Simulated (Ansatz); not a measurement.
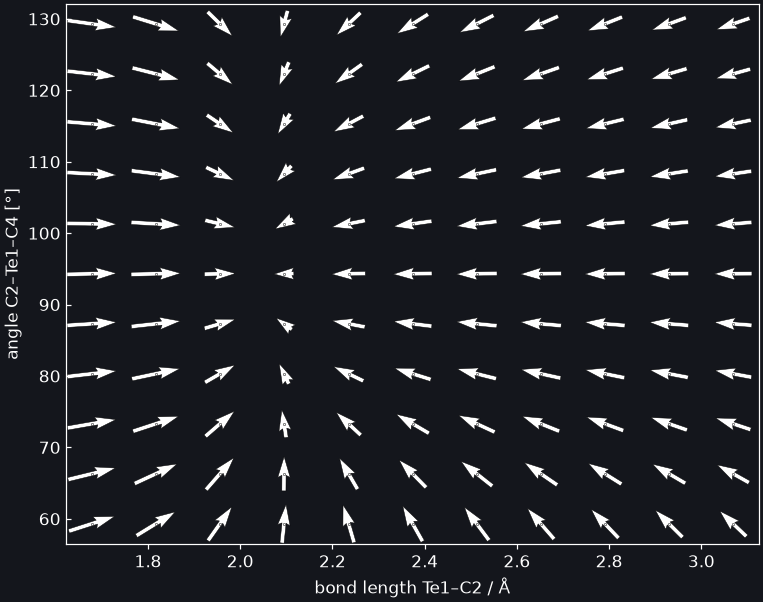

Te(CN)2. 
- The first coordinate is: bond length Te1–C2; the second: angle C2–Te1–C4.
- Nothing is relaxed (all other coordinates rigid).
- The scan uses an 11 × 11 grid.
- The reference is spin-restricted, which grows unreliable where a bond is stretched far.
- Method: RHF/def2-TZVP (Ansatz 0.2.0).

The picture shows dots at the grid points, arrows along the force (downhill), their lengths compressed.

The arrows alone are given. Where is the energy lowest?

Answer. The arrows converge at about bond length Te1–C2 = 2.047 Å, angle C2–Te1–C4 = 94° (read from the interpolated surface).

The energy map of the same scan:

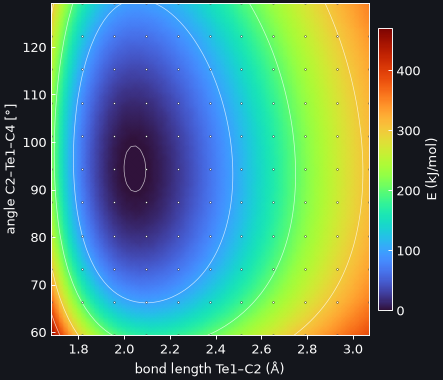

Energies are in kJ/mol, from the lowest grid point; between grid points the surface is interpolated.
